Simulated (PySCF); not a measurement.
```json
{"atom": "C", "x (Å)": "2.3629", "y (Å)": "0.2364", "z (Å)": "1.2177"}
{"atom": "C", "x (Å)": "1.8205", "y (Å)": "-0.1843", "z (Å)": "0.2211"}
{"atom": "C", "x (Å)": "1.2916", "y (Å)": "-0.6396", "z (Å)": "-0.9755"}
{"atom": "C", "x (Å)": "-0.0565", "y (Å)": "-0.6385", "z (Å)": "-1.3321"}
{"atom": "O", "x (Å)": "-0.4947", "y (Å)": "-1.0175", "z (Å)": "-2.4369"}
{"atom": "C", "x (Å)": "-1.0595", "y (Å)": "-0.1660", "z (Å)": "-0.2744"}
{"atom": "C", "x (Å)": "-0.9544", "y (Å)": "1.3110", "z (Å)": "0.0664"}
{"atom": "S", "x (Å)": "-0.7562", "y (Å)": "-1.2340", "z (Å)": "1.1973"}
{"atom": "O", "x (Å)": "-2.0868", "y (Å)": "-1.8562", "z (Å)": "1.5400"}
{"atom": "H", "x (Å)": "2.7807", "y (Å)": "0.5474", "z (Å)": "2.1285"}
{"atom": "H", "x (Å)": "2.0026", "y (Å)": "-0.9613", "z (Å)": "-1.7287"}
{"atom": "H", "x (Å)": "-2.0700", "y (Å)": "-0.4169", "z (Å)": "-0.6088"}
{"atom": "H", "x (Å)": "-1.1271", "y (Å)": "1.9135", "z (Å)": "-0.8265"}
{"atom": "H", "x (Å)": "-1.6953", "y (Å)": "1.5810", "z (Å)": "0.8197"}
{"atom": "H", "x (Å)": "0.0378", "y (Å)": "1.5331", "z (Å)": "0.4531"}
```

Geometry: GFN2-xTB.

Method: UKS B3LYP, pcH-1 on C H O S, non-relativistic, mean-field spin-orbit, GIAO (PySCF 2.14.0, density-fitted response routines).

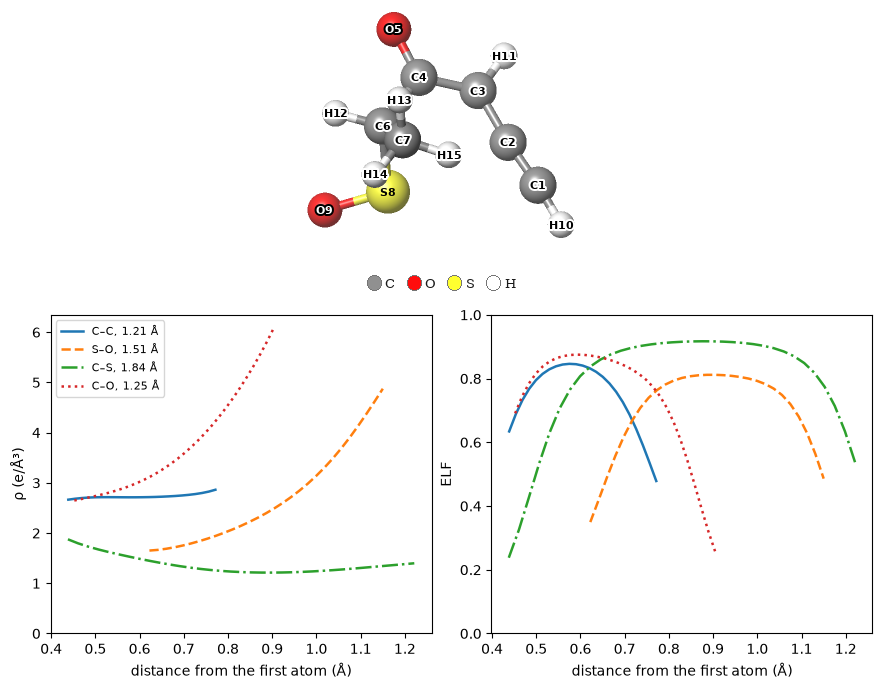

C6H6O2S (charge −1, doublet). Total electron density and ELF along straight lines between neighbouring atoms. The curves leave out the atomic cores. The structure is drawn too.

Compare the contacts.

Answer. C–C (1.21 Å): ρ at the midpoint is about 2.7 e/Å³; the ELF peaks at about 0.85 between the atoms: a multiple bond.
S–O (1.51 Å): ρ is about 1.9 e/Å³ halfway; the ELF peaks at about 0.80 between the atoms, as expected for a polar covalent bond.
C–S (1.84 Å): ρ is about 1.2 e/Å³ halfway; the ELF peaks at about 0.90 between the atoms (a shared electron pair).
C–O (1.25 Å): ρ is about 3.1 e/Å³ halfway; the ELF peaks at about 0.90 between the atoms, as expected for a polar covalent bond.
